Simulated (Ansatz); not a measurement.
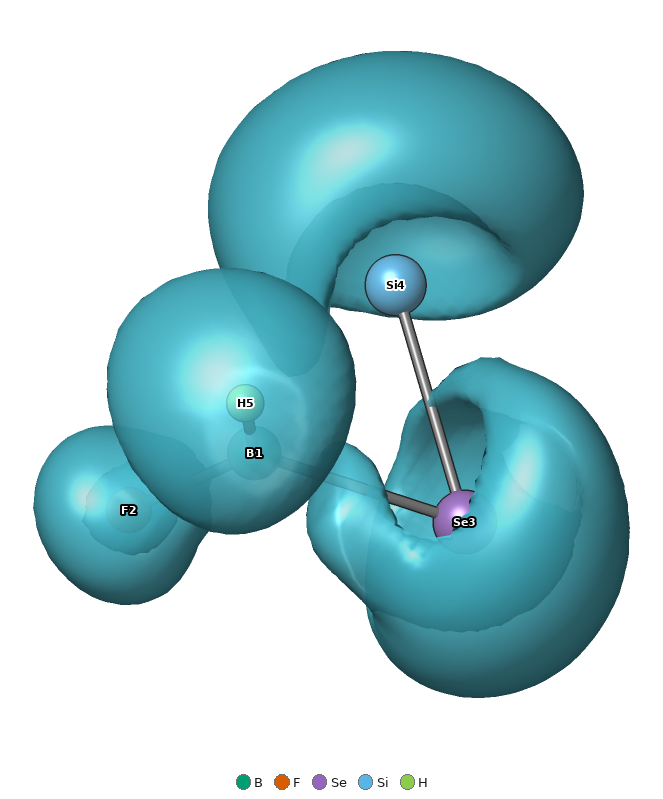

*BFHSeSi (doublet). Isosurface of the ELF at 0.75 (cyan), seen at an oblique angle. Only the valence region is drawn (cores and ρ < 0.01 e/Å³ removed).*

Geometry: PBE0-D3(BJ)/def2-SVP.

Method: isolated molecule in a Gaussian basis; Kohn-Sham density functional theory, functional PBE0 in Ansatz.

```xyz
5

B     0.2163    0.0124   -0.2094
F    -0.9449    0.1451   -0.8537
Se    0.1923   -1.0960    1.5208
Si    1.0738   -2.1123   -0.2233
H     1.1089    0.8020   -0.4026
```

Describe the localisation domains.

Answer. The surface consists of one region around a hydrogen nucleus, one region on F in which the atom's valence shell and bonds are merged, one region on Se in which the atom's valence shell and bonds are merged and one lobe on Si, pointing away from the bonds (non-bonding electrons). Along the contacts the grid gives the following. B–F (1.33 Å): the ELF peaks at about 0.85 between the atoms; a shared but strongly polarised pair. B–Se (2.05 Å): the ELF peaks at about 0.85 between the atoms, as expected for a covalent bond.
